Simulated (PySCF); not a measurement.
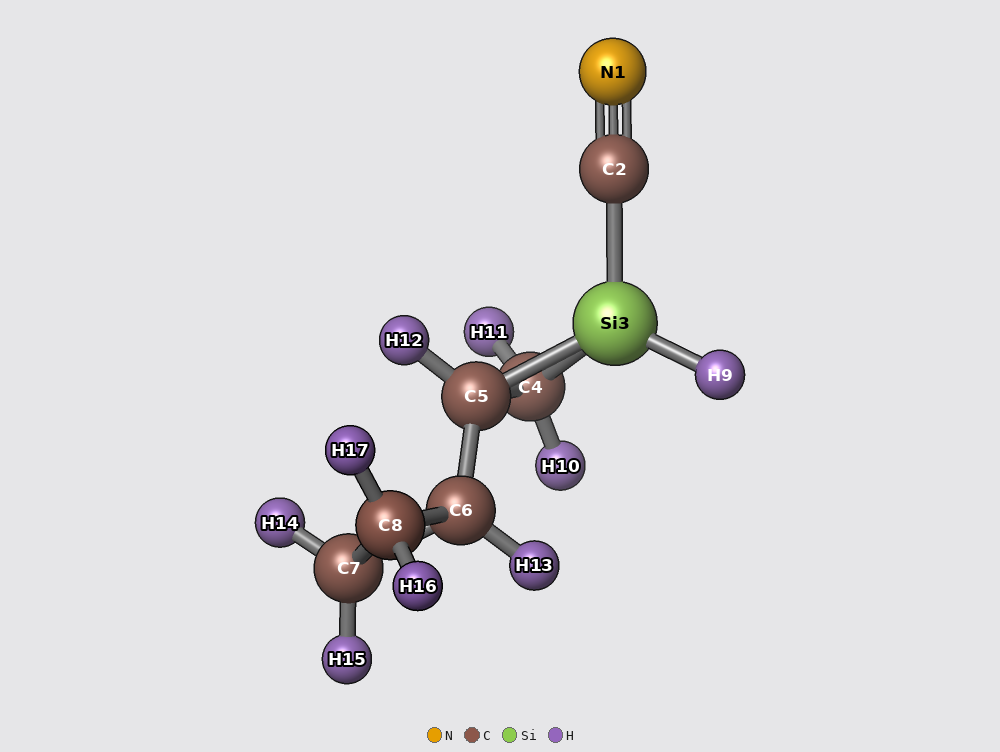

The geometry was computed by an optimisation with PBE0-D3(BJ)/def2-SVP. No frequency run is at hand to confirm it as a minimum. Method: delta-SCF UKS SCAN, pcX-2 on the ionised atom, pcseg-1 elsewhere, spin-free X2C (PySCF 2.14.0).

Give the core-electron binding energies (to vacuum; p and d levels without spin–orbit splitting) of N1 1s, C2 1s, Si3 1s, Si3 2p, C4 1s, C5 1s, C6 1s, C7 1s, C8 1s.

```json
{"atom": "N1", "level": "1s", "binding energy (eV)": "404.7"}
{"atom": "C2", "level": "1s", "binding energy (eV)": "291.5"}
{"atom": "Si3", "level": "1s", "binding energy (eV)": "1847.0"}
{"atom": "Si3", "level": "2p", "binding energy (eV)": "107.5"}
{"atom": "C4", "level": "1s", "binding energy (eV)": "290.4"}
{"atom": "C5", "level": "1s", "binding energy (eV)": "290.6"}
{"atom": "C6", "level": "1s", "binding energy (eV)": "290.9"}
{"atom": "C7", "level": "1s", "binding energy (eV)": "290.6"}
{"atom": "C8", "level": "1s", "binding energy (eV)": "290.7"}
```
